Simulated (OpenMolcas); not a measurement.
## MoO3: excited-state calculation (part 3 of 4)

The same run, continued: MoO3, SMILES [O]=[Mo](=[O])=[O]; CASPT2/ANO-RCC-VDZP, DKH2 (OpenMolcas 26.06). The atoms were displaced at random from an optimised geometry.

Geometry of the input (Å):
```
O  -0.8447  -0.2217  1.2363
Mo -0.1721  -0.3066  -0.1509
O  1.4897  -0.5015  0.1361
O  -0.3438  1.0111  -1.1219
```

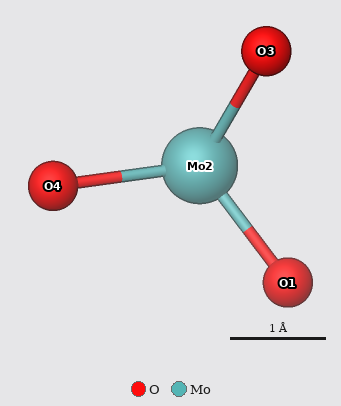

Figure 1. The input geometry (ball-and-stick view, seen at a tilt; atoms are numbered from 1 in the order of the input). Sticks mark near contacts.

The program's output, continued:
```
--------------------------------------------------------------------------------------------------------------
 Report on small energy denominators, large coefficients, and large energy contributions.
CASE  SYMM ACTIVE-MIX  NON-ACTIVE INDICES          DENOMINATOR     RHS VALUE       COEFFICIENT     CONTRIBUTION
VJTU     1  Mu1.0001  In1.032                       0.40823517     -0.03445082     -0.04683533      0.00161352
VJTIP    1  Mu1.0001  In1.028 In1.028               1.06382372      0.03900854     -0.03345434     -0.00130500
VJTIP    1  Mu1.0001  In1.032 In1.028               0.91340945      0.04871277     -0.04839704     -0.00235755
VJTIP    1  Mu1.0001  In1.032 In1.032               0.76299517      0.07424805     -0.08306485     -0.00616740
AIVX     1  Mu1.0001  In1.028 Se1.035               0.61266899      0.03239674     -0.03919541     -0.00126980
AIVX     1  Mu1.0001  In1.029 Se1.035               0.59789905     -0.05895236      0.06100869     -0.00359661
AIVX     1  Mu1.0001  In1.031 Se1.035               0.52133576     -0.02402369      0.02763483     -0.00066389
AIVX     1  Mu1.0001  In1.032 Se1.035               0.46225472      0.05009037     -0.07413876     -0.00371364
AIVX     1  Mu1.0001  In1.029 Se1.036               0.65912640     -0.03320219      0.02797217     -0.00092874
AIVX     1  Mu1.0001  In1.027 Se1.037               0.74186396     -0.05536238      0.04517499     -0.00250099
AIVX     1  Mu1.0002  In1.032 Se1.037               0.84856208      0.02483131     -0.02625521     -0.00065195
AIVX     1  Mu1.0001  In1.025 Se1.038               0.86214254      0.03786088     -0.02670161     -0.00101095
AIVX     1  Mu1.0001  In1.029 Se1.038               0.74489324      0.03391356     -0.02634876     -0.00089358
AIVX     1  Mu1.0001  In1.030 Se1.038               0.64100612      0.03426737     -0.03969683     -0.00136031
AIVX     1  Mu1.0002  In1.032 Se1.038               0.94394531     -0.02760864      0.02658301     -0.00073392
AIVX     1  Mu1.0001  In1.026 Se1.039               0.86993781      0.04502957     -0.02523726     -0.00113642
AIVX     1  Mu1.0002  In1.032 Se1.039               0.95629862     -0.05163751      0.05011452     -0.00258779
AIVX     1  Mu1.0003  In1.032 Se1.039               1.00960677     -0.04617893      0.04257949     -0.00196628
AIVX     1  Mu1.0001  In1.032 Se1.040               0.64452163      0.02434194     -0.03046014     -0.00074146
AIVX     1  Mu1.0001  In1.029 Se1.044               1.21814903      0.05019545     -0.02784923     -0.00139790
AIVX     1  Mu1.0001  In1.030 Se1.044               1.11426190      0.03974014     -0.02653863     -0.00105465
VJAIP    1  Mu1.0001  Se1.039 In1.032 In1.030       0.96859737     -0.02911211      0.02811169     -0.00081839
VJAIP    1  Mu1.0001  Se1.035 In1.032 In1.032       0.77749265      0.05003033     -0.05048809     -0.00252594
VJAIM    1  Mu1.0001  Se1.037 In1.028 In1.027       1.20751617      0.03803201     -0.02976527     -0.00113203
VJAIM    1  Mu1.0001  Se1.035 In1.029 In1.028       1.06355126     -0.03725434      0.03185388     -0.00118670
VJAIM    1  Mu1.0001  Se1.038 In1.032 In1.029       1.06013118     -0.03054348      0.02810581     -0.00085845
VJAIM    1  Mu1.0001  Se1.035 In1.032 In1.030       0.80924986      0.02659746     -0.03019278     -0.00080305
VJAIM    1  Mu1.0001  Se1.038 In1.032 In1.030       0.95624406     -0.03921770      0.03793364     -0.00148767
VJAIM    1  Mu1.0001  Se1.039 In1.032 In1.030       0.96859737      0.03548023     -0.03462007     -0.00122833
VJAIM    1  Mu1.0001  Se1.044 In1.032 In1.030       1.42949984     -0.04598763      0.03101939     -0.00142651
BVATP    1  Mu1.0001  Se1.039 Se1.039               1.16295764     -0.03103054      0.02612543     -0.00081069
BJATM    1  Mu1.0001  In1.032 Se1.039 Se1.035       0.97747362      0.03420912     -0.02943042     -0.00100679
BJATM    1  Mu1.0001  In1.030 Se1.039 Se1.038       1.15622502      0.04133943     -0.03378460     -0.00139664
BJAIP    1  Se1.039 In1.026 Se1.039 In1.026         1.64110522      0.05188569     -0.03056158     -0.00158571
BJAIP    1  Se1.037 In1.026 Se1.039 In1.027         1.51303138     -0.05204690      0.03269176     -0.00170150
BJAIP    1  Se1.037 In1.027 Se1.037 In1.027         1.38495753      0.07092067     -0.04833666     -0.00342807
BJAIM    1  Se1.038 In1.025 Se1.038 In1.026         1.63330996      0.04596794     -0.02675181     -0.00122973
BJAIM    1  Se1.039 In1.025 Se1.039 In1.026         1.66858268      0.04408337     -0.02524085     -0.00111270
BJAIM    1  Se1.037 In1.025 Se1.037 In1.027         1.50523611      0.04557724     -0.02824771     -0.00128745
BJAIM    1  Se1.037 In1.025 Se1.039 In1.027         1.54050883     -0.05549855      0.03388601     -0.00188062
BJAIM    1  Se1.037 In1.026 Se1.038 In1.027         1.51303138      0.07193097     -0.04476337     -0.00321987
--

   (Skipping property calculation,
    use PROP keyword to activate)
--

++ CASPT2 computation for group   2

********************************************************************************
 Multi-State initialization phase begins for group   2
--------------------------------------------------------------------------------
********************************************************************************
 Compute H0 matrices for state    2
--------------------------------------------------------------------------------
--------------------------------------------------------------------------------
 H0 matrices have been computed.

********************************************************************************
  CASPT2 EQUATION SOLUTION
--------------------------------------------------------------------------------

  Total nr of CASPT2 parameters:
   Before reduction:      359966
   After  reduction:      352492

 Variance of |WF0>:       3.8104312474

 The contributions to the second order correlation energy in atomic units.
-----------------------------------------------------------------------------------------------------------------------------
  IT.      VJTU        VJTI        ATVX        AIVX        VJAI        BVAT        BJAT        BJAI        TOTAL       RNORM
-----------------------------------------------------------------------------------------------------------------------------
   1    -0.015651   -0.012794   -0.006773   -0.044956   -0.127084   -0.003843   -0.124066   -0.776414   -1.111581    0.002863
   2    -0.015791   -0.012928   -0.006816   -0.045166   -0.127213   -0.003843   -0.124107   -0.776501   -1.112364    0.000264
   3    -0.015791   -0.012930   -0.006817   -0.045157   -0.127214   -0.003844   -0.124108   -0.776507   -1.112366    0.000026
   4    -0.015791   -0.012930   -0.006816   -0.045155   -0.127212   -0.003843   -0.124107   -0.776506   -1.112361    0.000003
-----------------------------------------------------------------------------------------------------------------------------

  FINAL CASPT2 RESULT:

      Reference energy:       -4270.2981953389
      E2 (Non-variational):      -1.1123606228
      Shift correction:          -0.0148031160
      E2 (Variational):          -1.1271637387
      Total energy:           -4271.4253590776
      Residual norm:              0.0000002672
      Reference weight:           0.67705

      Contributions to the CASPT2 correlation energy
      Active & Virtual Only:         -0.0106599243
      One Inactive Excited:          -0.1850528835
      Two Inactive Excited:          -0.9166478149

++ Denominators, etc.
--------------------------------------------------------------------------------------------------------------
 Report on small energy denominators, large coefficients, and large energy contributions.
CASE  SYMM ACTIVE-MIX  NON-ACTIVE INDICES          DENOMINATOR     RHS VALUE       COEFFICIENT     CONTRIBUTION
VJTU     1  Mu1.0001  In1.026                       0.35733972      0.02594621     -0.05901316     -0.00153117
VJTU     1  Mu1.0001  In1.027                       0.34041211     -0.01174796      0.02781890     -0.00032682
VJTU     1  Mu1.0002  In1.027                       0.50336653     -0.01965493      0.03478199     -0.00068364
VJTU     1  Mu1.0002  In1.028                       0.48863707      0.06503027     -0.11742353     -0.00763608
VJTU     1  Mu1.0001  In1.029                       0.29669042      0.01027774     -0.02889859     -0.00029701
VJTU     1  Mu1.0002  In1.029                       0.45964483      0.02445830     -0.04673525     -0.00114306
VJTU     1  Mu1.0001  In1.030                       0.22914974     -0.01027335      0.02862109     -0.00029403
VJTU     1  Mu1.0002  In1.030                       0.39210415     -0.01884117      0.04001984     -0.00075402
VJTU     1  Mu1.0001  In1.031                       0.21446519      0.01452495     -0.03877522     -0.00056321
VJTU     1  Mu1.0002  In1.031                       0.37741961      0.01321634     -0.03002610     -0.00039684
VJTU     1  Mu1.0001  In1.032                       0.20940309     -0.02039886      0.06123683     -0.00124916
VJTIP    1  Mu1.0001  In1.028 In1.026               0.80056758      0.02114868     -0.02662484     -0.00056308
VJTIP    1  Mu1.0001  In1.030 In1.028               0.67237760     -0.02009523      0.02873373     -0.00057741
VJTIP    1  Mu1.0001  In1.030 In1.029               0.64338537     -0.02402222      0.03371420     -0.00080989
VJTIP    1  Mu1.0001  In1.031 In1.026               0.68935013      0.02549834     -0.03492849     -0.00089062
VJTIP    1  Mu1.0001  In1.031 In1.029               0.62870083      0.02125634     -0.03069162     -0.00065239
VJTIP    1  Mu1.0001  In1.032 In1.026               0.68428802      0.02871912     -0.03959046     -0.00113700
VJTIP    1  Mu1.0001  In1.032 In1.028               0.65263096     -0.03220583      0.04588512     -0.00147777
VJTIP    1  Mu1.0001  In1.032 In1.032               0.53635140     -0.03526054      0.06024026     -0.00212410
ATVX     1  Mu1.0001  Se1.035                       0.24674103      0.00877349     -0.02389670     -0.00020966
ATVX     1  Mu1.0001  Se1.036                       0.29393596      0.01170670     -0.02828972     -0.00033118
ATVX     1  Mu1.0001  Se1.038                       0.38491934      0.02101830     -0.04801175     -0.00100913
ATVX     1  Mu1.0002  Se1.039                       0.56130949      0.02830941     -0.04372045     -0.00123770
AIVX     1  Mu1.0003  In1.029 Se1.036               0.73786462      0.02694715     -0.03425193     -0.00092299
AIVX     1  Mu1.0003  In1.032 Se1.036               0.65057730     -0.02648610      0.03694424     -0.00097851
AIVX     1  Mu1.0003  In1.029 Se1.037               0.76455308      0.03462045     -0.04301833     -0.00148931
AIVX     1  Mu1.0001  In1.032 Se1.037               0.50209350      0.01409557     -0.02625934     -0.00037014
AIVX     1  Mu1.0003  In1.032 Se1.037               0.67726575     -0.04312860      0.06010946     -0.00259244
AIVX     1  Mu1.0003  In1.029 Se1.038               0.82884801     -0.02949429      0.03245320     -0.00095718
AIVX     1  Mu1.0003  In1.032 Se1.038               0.74156068      0.04916340     -0.06425738     -0.00315911
AIVX     1  Mu1.0003  In1.026 Se1.039               0.90293304     -0.03420013      0.03588028     -0.00122711
AIVX     1  Mu1.0003  In1.029 Se1.039               0.84228374     -0.02574954      0.02853102     -0.00073466
AIVX     1  Mu1.0003  In1.030 Se1.039               0.77474306      0.02439085     -0.02928349     -0.00071425
AIVX     1  Mu1.0003  In1.032 Se1.039               0.75499642      0.03734548     -0.04652064     -0.00173734
AIVX     1  Mu1.0003  In1.032 Se1.045               1.19245334     -0.03182100      0.02598577     -0.00082689
VJAIP    1  Mu1.0002  Se1.035 In1.028 In1.028       1.15495836      0.03618615     -0.02949343     -0.00106725
VJAIP    1  Mu1.0001  Se1.039 In1.032 In1.030       0.93014072     -0.02728404      0.02830032     -0.00077215
VJAIP    1  Mu1.0001  Se1.037 In1.032 In1.032       0.83266341     -0.02342798      0.02853557     -0.00066853
VJAIM    1  Mu1.0001  Se1.039 In1.030 In1.029       1.01742805      0.02629174     -0.02507629     -0.00065930
VJAIM    1  Mu1.0001  Se1.039 In1.032 In1.027       1.04140310     -0.02811266      0.02618903     -0.00073624
VJAIM    1  Mu1.0001  Se1.035 In1.032 In1.031       0.76384214     -0.02575811      0.03182520     -0.00081976
VJAIM    1  Mu1.0001  Se1.038 In1.032 In1.031       0.90202045     -0.02530656      0.02704863     -0.00068451
VJAIM    1  Mu1.0001  Se1.040 In1.032 In1.031       0.92699359      0.03558069     -0.03798051     -0.00135137
BJAIP    1  Se1.037 In1.027 Se1.037 In1.029         1.43965502      0.03841573     -0.02617637     -0.00100558
BJAIP    1  Se1.037 In1.029 Se1.037 In1.029         1.39593333      0.03649461     -0.02565407     -0.00093624
BJAIM    1  Se1.037 In1.030 Se1.039 In1.031         1.33543550      0.03570653     -0.02603417     -0.00092959
BJAIM    1  Se1.037 In1.030 Se1.038 In1.032         1.31883599     -0.04629312      0.03454007     -0.00159897
BJAIM    1  Se1.037 In1.031 Se1.039 In1.032         1.31568885     -0.03361526      0.02510895     -0.00084404
BJAIM    1  Se1.039 In1.031 Se1.039 In1.032         1.39341952      0.03551810     -0.02513354     -0.00089270
--

   (Skipping property calculation,
    use PROP keyword to activate)
--

++ CASPT2 computation for group   3

********************************************************************************
 Multi-State initialization phase begins for group   3
--------------------------------------------------------------------------------
********************************************************************************
 Compute H0 matrices for state    3
--------------------------------------------------------------------------------
--------------------------------------------------------------------------------
 H0 matrices have been computed.

********************************************************************************
  CASPT2 EQUATION SOLUTION
--------------------------------------------------------------------------------

  Total nr of CASPT2 parameters:
   Before reduction:      359966
   After  reduction:      352492

 Variance of |WF0>:       3.8720220934

 The contributions to the second order correlation energy in atomic units.
-----------------------------------------------------------------------------------------------------------------------------
  IT.      VJTU        VJTI        ATVX        AIVX        VJAI        BVAT        BJAT        BJAI        TOTAL       RNORM
-----------------------------------------------------------------------------------------------------------------------------
   1    -0.001521   -0.043327   -0.000432   -0.059492   -0.152910   -0.011232   -0.101260   -0.755142   -1.125317    0.026993
   2    -0.001745   -0.043962   -0.000360   -0.058564   -0.154100   -0.011507   -0.102126   -0.755663   -1.128026    0.009050
   3    -0.001635   -0.044114   -0.000321   -0.059040   -0.154301   -0.011547   -0.102385   -0.756781   -1.130124    0.003210
   4    -0.001663   -0.044092   -0.000321   -0.059016   -0.154330   -0.011512   -0.102263   -0.756494   -1.129691    0.000749
   5    -0.001664   -0.044084   -0.000329   -0.059012   -0.154311   -0.011507   -0.102246   -0.756429   -1.129583    0.000196
   6    -0.001668   -0.044088   -0.000330   -0.059013   -0.154311   -0.011508   -0.102246   -0.756435   -1.129598    0.000061
   7    -0.001669   -0.044089   -0.000330   -0.059013   -0.154311   -0.011508   -0.102247   -0.756440   -1.129606    0.000017
   8    -0.001669   -0.044089   -0.000330   -0.059012   -0.154310   -0.011508   -0.102247   -0.756439   -1.129604    0.000004
   9    -0.001669   -0.044089   -0.000330   -0.059012   -0.154310   -0.011508   -0.102247   -0.756439   -1.129603    0.000001
-----------------------------------------------------------------------------------------------------------------------------

  FINAL CASPT2 RESULT:

      Reference energy:       -4270.0431428801
      E2 (Non-variational):      -1.1296036139
      Shift correction:          -0.0133902650
      E2 (Variational):          -1.1429938789
      Total energy:           -4271.1861367590
      Residual norm:              0.0000003372
      Reference weight:           0.67824

      Contributions to the CASPT2 correlation energy
      Active & Virtual Only:         -0.0118380537
      One Inactive Excited:          -0.1629279933
      Two Inactive Excited:          -0.9548375670

++ Denominators, etc.
```
